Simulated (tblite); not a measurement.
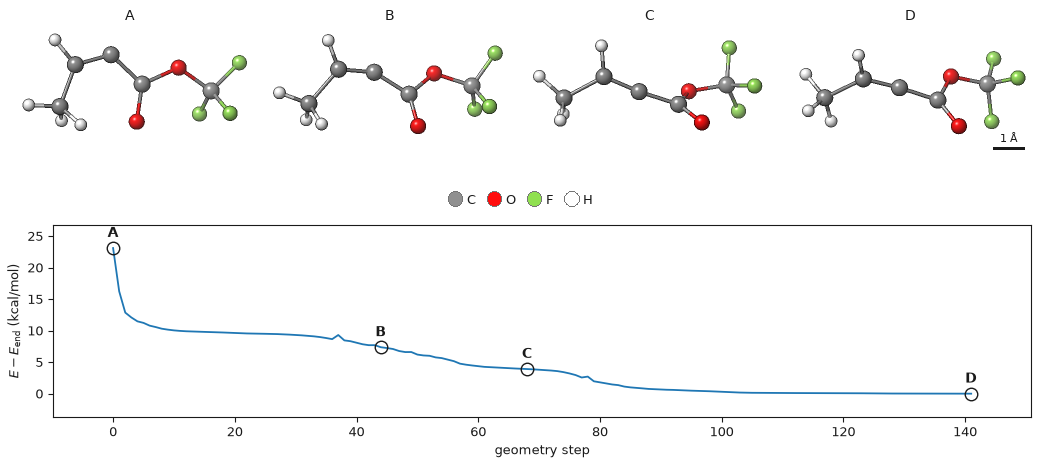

Frames of a relaxation of C$_{5}$H$_{4}$F$_{3}$O$_{2}$ (multiplicity 2), marked on the history of the run. The picture is a ball-and-stick view, seen at a tilt.

All numbers below come from GFN2-xTB geometry optimisation, gas phase (tblite 0.8.0). 

**What happens along the run?**

An H atom moves most after the best rigid fit: 1.79 Å. Largest moves by element: H 1.79 Å, O 1.67 Å, F 1.25 Å, C 1.20 Å. Among the contacts that change: C–C 1.478 → 1.385 Å, C–F 1.408 → 1.333 Å, C–O 1.391 → 1.330 Å, C–O 1.250 → 1.204 Å. Bond angles that change, for instance: C–C–C 124.3° → 176.0°, C–C–O 116.1° → 109.6°, H–C–H 114.4° → 108.4°. Groups turn about C–C by about 60°. The energy falls by 23.1 kcal/mol in 141 geometry steps. Cost: 1.3 s on 1 thread of Arm Neoverse N1 (shared host). From step 0 to 44: an O atom moves most (0.90 Å), energy −15.7 kcal/mol. From step 44 to 68: O and F atoms move most (0.94 Å), energy −3.45 kcal/mol. From step 68 to 141: an H atom moves most (0.75 Å), energy −3.91 kcal/mol.

```tsv
step	E − E(0), kcal/mol
0	0.00
1	-6.87
2	-10.24
3	-11.01
4	-11.63
5	-11.88
6	-12.31
7	-12.54
8	-12.80
9	-12.95
10	-13.06
17	-13.36
24	-13.59
31	-13.85
38	-14.65
44	-15.74
51	-17.04
58	-18.51
65	-19.06
72	-19.43
79	-21.14
86	-22.18
93	-22.55
100	-22.81
107	-22.98
113	-23.01
120	-23.02
127	-23.08
134	-23.09
141	-23.10
```
